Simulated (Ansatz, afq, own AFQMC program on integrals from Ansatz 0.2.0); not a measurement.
# AlH− (doublet): quantum Monte Carlo beside coupled cluster at distance Al1–H2 = 1.558 Å, aug-cc-pVDZ, part 2 of 2

Ansatz 0.2.0, Gaussian basis, and an in-house AFQMC program (afq) on its integrals; all values are calculated; aug-cc-pVDZ, frozen cores. Earlier steps stand in the parts before.

### 14 Phaseless AFQMC, CISD trial on UHF

It reads the integrals that the CCSD(T) run on this determinant wrote.

Command:

```
$ afq ham --method phaseless --trial cisd --walkers 4000 --populations 20 --least-time 60 --time-step 0.005 --steps-per-block 50 --equilibration-blocks 28 --max-blocks 4000 --target-error 0.00014 --factor-cut 1e-05 --start spin_pure --seed 1870 --release-times 0.24,0.51,0.99,1.62,2.4 --release-step 0.03 --release-every 3 --taylor-order 6
```

The program printed:

```text
orbitals 31  electrons 3 2  factors 210 of 356
reference energy -242.44505503 Eh
CCSD correlation -0.08481886 Eh in 12 cycles, weight of the determinant in the CISD state 0.8997
energy of the start -242.529609 Eh
 block  time / (1/Eh)  mean weight  energy / Eh
     1     0.250  0.9998  -242.529342
     2     0.500  1.0000  -242.529472
     3     0.750  0.9999  -242.529767
     4     1.000  0.9999  -242.530106
     5     1.250  1.0000  -242.530433
     6     1.500  1.0000  -242.530642
     7     1.750  1.0000  -242.530949
     8     2.000  1.0000  -242.531141
     9     2.250  0.9999  -242.531234
    10     2.500  0.9999  -242.531494
    11     2.750  0.9999  -242.531704
    12     3.000  0.9999  -242.531953
    13     3.250  1.0000  -242.532044
    14     3.500  0.9999  -242.532140
    15     3.750  0.9999  -242.532142
    16     4.000  0.9999  -242.532124
    17     4.250  1.0001  -242.532147
    18     4.500  0.9998  -242.532248
    19     4.750  0.9999  -242.532438
    20     5.000  0.9999  -242.532579
    21     5.250  1.0001  -242.532835
    22     5.500  1.0000  -242.532638
    23     5.750  1.0001  -242.532557
    24     6.000  0.9999  -242.532603
    25     6.250  0.9999  -242.532434
    26     6.500  1.0001  -242.532615
    27     6.750  1.0000  -242.532549
    28     7.000  1.0000  -242.532530
    29     7.250  1.0000  -242.532492
    30     7.500  0.9998  -242.532514
    31     7.750  1.0001  -242.532580
    32     8.000  1.0000  -242.532664
    33     8.250  1.0000  -242.532940
    34     8.500  1.0000  -242.532849
    35     8.750  0.9998  -242.532197
    36     9.000  1.0001  -242.532677
    37     9.250  0.9998  -242.532519
    38     9.500  1.0001  -242.532517
    39     9.750  1.0000  -242.532546
    40    10.000  1.0000  -242.532616
    41    10.250  1.0000  -242.532857
    42    10.500  0.9999  -242.532802
    43    10.750  1.0000  -242.532743
    44    11.000  0.9999  -242.532791
    45    11.250  1.0001  -242.532861
    46    11.500  1.0000  -242.532794
    47    11.750  1.0001  -242.532797
    48    12.000  1.0000  -242.532950
    49    12.250  1.0000  -242.532884
    50    12.500  1.0001  -242.533010
    51    12.750  1.0000  -242.532881
    52    13.000  1.0000  -242.532839
    53    13.250  0.9999  -242.532891
    54    13.500  0.9999  -242.532825
    55    13.750  1.0000  -242.532758
    56    14.000  0.9999  -242.532624
    57    14.250  0.9999  -242.532608
    58    14.500  1.0000  -242.532738
    59    14.750  0.9999  -242.532913
    60    15.000  0.9999  -242.532959
    61    15.250  1.0001  -242.532870
    62    15.500  1.0001  -242.532691
    63    15.750  1.0001  -242.535587
    64    16.000  0.9998  -242.532820
    65    16.250  1.0001  -242.532618
    66    16.500  1.0001  -242.532435
    67    16.750  1.0001  -242.532746
    68    17.000  1.0002  -242.532644
    69    17.250  1.0000  -242.532595
    70    17.500  1.0000  -242.532786
    71    17.750  1.0000  -242.532711
    72    18.000  0.9999  -242.532743
    73    18.250  1.0001  -242.532828
    74    18.500  1.0001  -242.532694
    75    18.750  1.0000  -242.532676
    76    19.000  0.9998  -242.532746
    77    19.250  1.0001  -242.532732
    78    19.500  1.0000  -242.532543
error from the spread of 20 populations
released: time / (1/Eh)  energy / Eh  error  mean overlap
  0.24  -242.532768  0.000062  1.0003
  0.51  -242.532834  0.000048  0.9985
  0.99  -242.532888  0.000037  0.9968
  1.62  -242.532922  0.000026  0.9964
  2.40  -242.532990  0.000031  0.9914
energy -242.532782 +/- 0.000082 Eh
```

Wall time 24 s (1 × NVIDIA H100 80GB HBM3 with 2 threads of AMD EPYC 7R13 (Zen 3), shared host); peak host memory 1.5 GiB.

Energy -6599.6532 ± 0.0022 eV. Caveats: constraint bias not in the error.

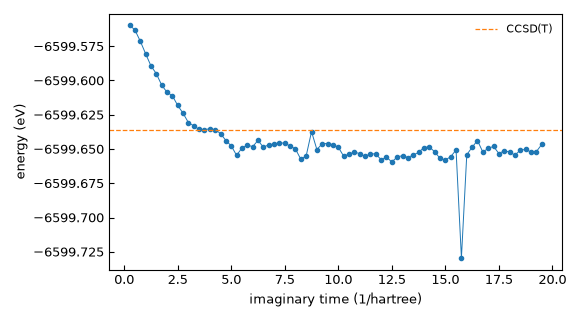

Block energies along the walk.

### 15 Phaseless AFQMC, single-determinant trial on UHF

It reads the integrals that the CCSD(T) run on this determinant wrote.

Command:

```
$ afq ham --method phaseless --trial hf --walkers 4000 --populations 20 --least-time 40 --time-step 0.005 --steps-per-block 20 --equilibration-blocks 112 --max-blocks 4000 --target-error 0.0006999999999999999 --factor-cut 1e-05 --start spin_pure --seed 5991 --taylor-order 6
```

The program printed:

```text
orbitals 31  electrons 3 2  factors 210 of 356
reference energy -242.44505503 Eh
CCSD correlation -0.08481886 Eh in 12 cycles, weight of the determinant in the CISD state 0.8997
energy of the start -242.445242 Eh
 block  time / (1/Eh)  mean weight  energy / Eh
     1     0.100  1.0003  -242.455260
     2     0.200  1.0003  -242.463391
     3     0.300  1.0004  -242.470186
     4     0.400  1.0005  -242.476040
     5     0.500  1.0003  -242.481278
     6     0.600  1.0003  -242.485586
     7     0.700  1.0002  -242.489231
     8     0.800  1.0003  -242.492985
     9     0.900  1.0001  -242.496219
    10     1.000  1.0003  -242.498721
    13     1.300  1.0001  -242.505948
    17     1.700  1.0001  -242.513036
    21     2.100  1.0002  -242.518085
    25     2.500  1.0000  -242.522193
    29     2.900  0.9999  -242.524211
    33     3.300  0.9999  -242.524962
    37     3.700  0.9999  -242.525764
    41     4.100  0.9999  -242.527561
    45     4.500  1.0000  -242.529528
    49     4.900  0.9999  -242.534028
    53     5.300  0.9998  -242.528576
    57     5.700  1.0001  -242.528992
    61     6.100  1.0001  -242.530595
    65     6.500  0.9998  -242.532130
    69     6.900  0.9999  -242.531456
    73     7.300  0.9999  -242.532776
    77     7.700  0.9998  -242.532131
    81     8.100  0.9999  -242.532092
    85     8.500  1.0000  -242.532895
    89     8.900  1.0000  -242.531822
    93     9.300  0.9999  -242.530800
    97     9.700  1.0000  -242.532234
   101    10.100  1.0001  -242.533452
   105    10.500  1.0000  -242.532428
   109    10.900  1.0000  -242.532420
   113    11.300  0.9999  -242.532942
   117    11.700  1.0001  -242.531357
   121    12.100  1.0001  -242.531248
   125    12.500  1.0000  -242.532573
   129    12.900  1.0001  -242.534087
   133    13.300  0.9999  -242.531836
   137    13.700  1.0001  -242.530293
   141    14.100  0.9999  -242.529521
   145    14.500  1.0001  -242.532381
   149    14.900  1.0001  -242.529259
   153    15.300  1.0001  -242.528849
   157    15.700  1.0002  -242.528878
   161    16.100  1.0000  -242.531635
   165    16.500  1.0002  -242.534257
   169    16.900  1.0001  -242.534948
   173    17.300  1.0002  -242.531837
   177    17.700  1.0002  -242.532416
   181    18.100  1.0000  -242.533175
   185    18.500  1.0002  -242.532288
   189    18.900  1.0001  -242.531717
error from the spread of 20 populations
energy -242.531729 +/- 0.000653 Eh
```

Run time: 14 s. Hardware: 1 × NVIDIA H100 80GB HBM3 with 2 threads of AMD EPYC 7R13 (Zen 3), shared host; peak host memory 1.5 GiB.

Energy -6599.6246 ± 0.0178 eV. Caveats: constraint bias not in the error.

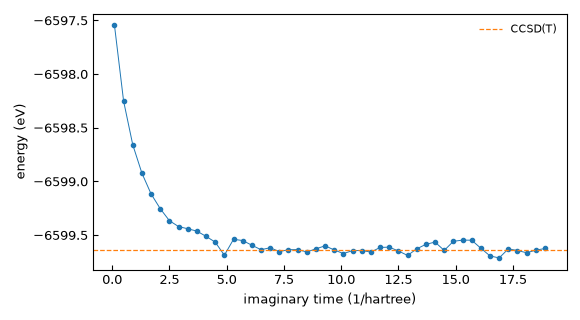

Block energies along the walk.

### 16 Free-projection AFQMC, CISD trial on UHF

It reads the integrals that the CCSD(T) run on this determinant wrote.

Command:

```
$ afq ham --method free --trial cisd --walkers 4000 --time-step 0.03 --max-blocks 4000 --target-error 0.00028 --factor-cut 1e-05 --seed 1315 --times 0,0.3,0.6,1.2,1.8,2.4,3.6,4.8,6 --taylor-order 8
```

The program printed:

```text
orbitals 31  electrons 3 2  factors 210 of 356
reference energy -242.44505503 Eh
CCSD correlation -0.08481886 Eh in 12 cycles, weight of the determinant in the CISD state 0.8997
repeat  energy at the last time / Eh  error
    10  -242.532891  0.000030
    20  -242.532946  0.000027
    30  -242.532945  0.000029
time / (1/Eh)  energy / Eh  error  mean overlap
  0.00  -242.529858  0.000006  1.1111
  0.30  -242.530850  0.000009  1.1102
  0.60  -242.531467  0.000011  1.1099
  1.20  -242.532142  0.000015  1.1117
  1.80  -242.532487  0.000017  1.1129
  2.40  -242.532664  0.000015  1.1148
  3.60  -242.532848  0.000016  1.1175
  4.80  -242.532920  0.000021  1.1237
  6.00  -242.532944  0.000028  1.1251
energy -242.532944 +/- 0.000028 Eh
```

Wall time 18 s (1 × NVIDIA H100 80GB HBM3 with 2 threads of AMD EPYC 7R13 (Zen 3), shared host); peak host memory 1.5 GiB.

Energy -6599.6576 ± 0.0008 eV. Caveats: remainder of the start not in the error.

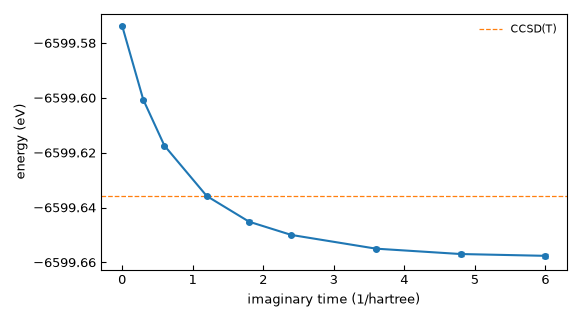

Energy against projection time, with error bars.

### 17 Phaseless AFQMC, CID trial on UHF (settings varied)

It reads the integrals that the CCSD(T) run on this determinant wrote.

Command:

```
$ afq ham --method phaseless --trial cid --walkers 10 --populations 1 --least-time 40 --time-step 0.02 --steps-per-block 50 --equilibration-blocks 10 --max-blocks 20 --target-error 0.00054 --factor-cut 1e-06 --start determinant --seed 5899 --release-times 0.5,1,2 --release-step 0.1 --release-every 1 --taylor-order 4
```

The program printed:

```text
orbitals 31  electrons 3 2  factors 235 of 356
reference energy -242.44505503 Eh
CCSD correlation -0.08481893 Eh in 12 cycles, weight of the determinant in the CISD state 0.8997
energy of the start -242.529856 Eh
 block  time / (1/Eh)  mean weight  energy / Eh
     1     1.000  1.0040  -242.529359
     2     2.000  0.9894  -242.531353
     3     3.000  1.0039  -242.529376
     4     4.000  1.0047  -242.529434
     5     5.000  1.0060  -242.531516
     6     6.000  1.0013  -242.530873
     7     7.000  1.0004  -242.530397
     8     8.000  1.0014  -242.528980
     9     9.000  0.9966  -242.536003
    10    10.000  0.9947  -242.531987
    11    11.000  1.0081  -242.532564
    12    12.000  1.0139  -242.543314
    13    13.000  0.9889  -242.541083
    14    14.000  1.0081  -242.528868
    15    15.000  1.0053  -242.533707
    16    16.000  0.9966  -242.531468
    17    17.000  0.9949  -242.530699
    18    18.000  1.0156  -242.529325
    19    19.000  0.9944  -242.529547
    20    20.000  1.0039  -242.530421
    21    21.000  0.9983  -242.531457
    22    22.000  1.0001  -242.532970
    23    23.000  0.9999  -242.531519
    24    24.000  1.0178  -242.530550
    25    25.000  0.9985  -242.531352
    26    26.000  0.9873  -242.530311
    27    27.000  1.0007  -242.532555
    28    28.000  0.9901  -242.530693
    29    29.000  0.9959  -242.530962
    30    30.000  1.0026  -242.533535
blocks merged  error / Eh  count
     1  0.000814  20
     2  0.000775  10
released: time / (1/Eh)  energy / Eh  error  mean overlap
  0.50  -242.532824  0.000917  1.0448
  1.00  -242.532653  0.000442  1.0599
  2.00  -242.533463  0.000515  1.0306
energy -242.532347 +/- 0.000814 Eh
```

It took 7.6 s on 1 × NVIDIA H100 80GB HBM3 with 2 threads of AMD EPYC 7R13 (Zen 3), shared host; peak host memory 1.5 GiB.

Energy -6599.6414 ± 0.0222 eV. The run doesn't count as converged. Caveats: constraint bias not in the error; error not settled; error above the target.

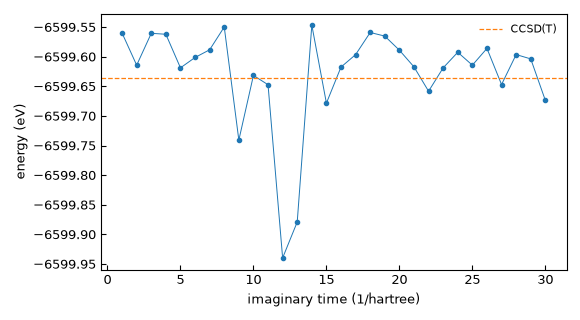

Block energies along the walk.

### 18 All levels side by side

The full CI on restricted orbitals is not used as the yardstick for these unrestricted rows.

On the UHF determinant, counted from CCSDTQ (a yardstick, not exact):

```csv
level,energy (eV),from CCSDTQ (kJ/mol),statistical error (kJ/mol),time
HF,-6597.2660,+231.0,,
MP2,-6598.9498,+68.6,,
CCSD,-6599.5741,+8.3,,
CCSD(T),-6599.6358,+2.4,,
CCSDT(Q),-6599.6598,0.0,,
CCSDTQ,-6599.6603,0.0,,
"Phaseless AFQMC, CISD trial, step 0.005, 4000 walkers",-6599.6532,+0.7,0.2,24 s
"Phaseless AFQMC, single-determinant trial, step 0.005, 4000 walkers",-6599.6246,+3.4,1.7,14 s
"Free-projection AFQMC, CISD trial, step 0.03, 4000 walkers",-6599.6576,+0.3,0.1,18 s
```

The functionals' totals stand on their own zeros and serve differences with other points: PBE -6608.004 eV; r2SCAN -6610.943 eV; PBE0 -6608.645 eV; B3LYP -6612.514 eV; wB97M-V -6611.157 eV; B2PLYP -6608.440 eV.

### 19 Summary of results

What follows sums up all 2 parts.

| quantity | value |
| --- | --- |
| CCSD(T) on UHF from CCSDTQ | +2.4 kJ/mol |
| Phaseless AFQMC, CISD trial on UHF from CCSDTQ | +0.7 ± 0.2 kJ/mol |
| Phaseless AFQMC, single-determinant trial on UHF from CCSDTQ | +3.4 ± 1.7 kJ/mol |
| Free-projection AFQMC, CISD trial on UHF from CCSDTQ | +0.3 ± 0.1 kJ/mol |

What this shows: On UHF the phaseless walk with the CISD trial lies +0.7 kJ/mol from CCSDTQ, 3 times its error bar. Free projection has no constraint; at the last time it gives +0.3 ± 0.1 kJ/mol, and from a start that isn't spin pure other spins can mix in. Error bars are statistical and leave out the constraint, the time step and what remains of the start.
